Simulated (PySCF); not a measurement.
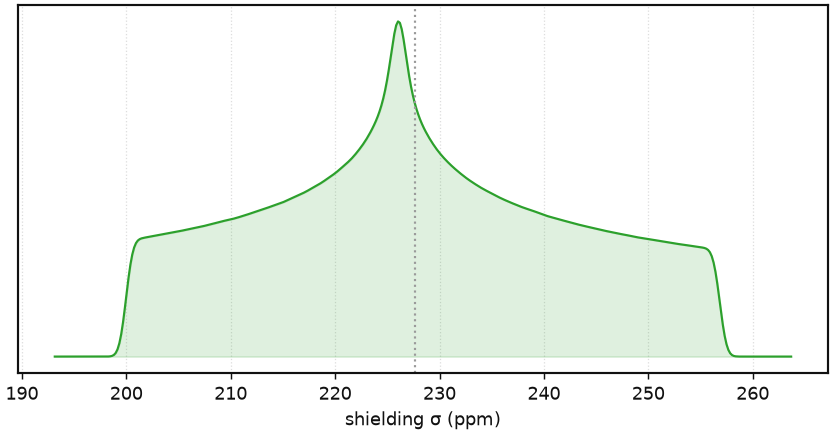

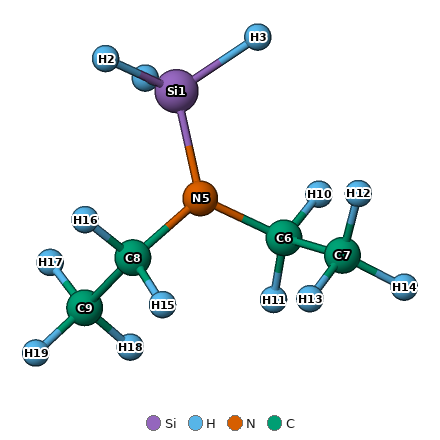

Static powder pattern (¹⁵N) from GIAO shielding tensors of C₄H₁₃NSi, B3LYP/pcSseg-1 in PySCF, at a PBE0-D3(BJ)/def2-SVP geometry (no frequency check); absolute shielding, one fixed geometry of the isolated molecule without any motion, no dipolar terms. The dotted line is the isotropic value; skew is 3(σiso − σ22)/span.

### The pattern belongs to N5. Give the principal values, span and skew.

N5: σ11, σ22, σ33 = 200, 226, 257 ppm, isotropic 228, span 57 ppm, skew 0.08.

Caveats: one conformer of a flexible molecule.
